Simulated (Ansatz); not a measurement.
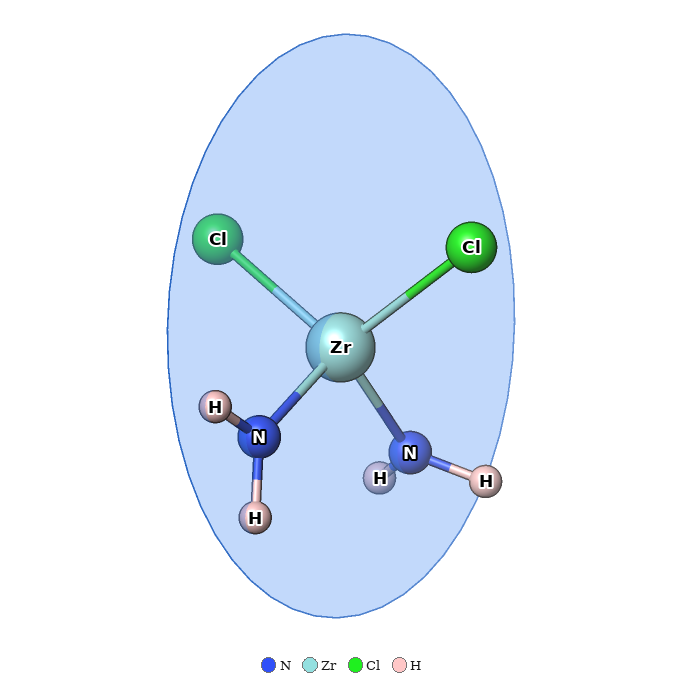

All proper rotation axes (lines) and mirror planes (discs) of the structure are drawn in. Distant atoms are faded towards the background colour. Charge 0, singlet. The computed structure is the end point of a PBE0-D4/def2-TZVP optimisation.

### Name the symmetry elements and the point group.

It has 1 mirror plane. Point group Cs. The group has 2 operations. The geometry is achiral, and symmetry allows a dipole moment.
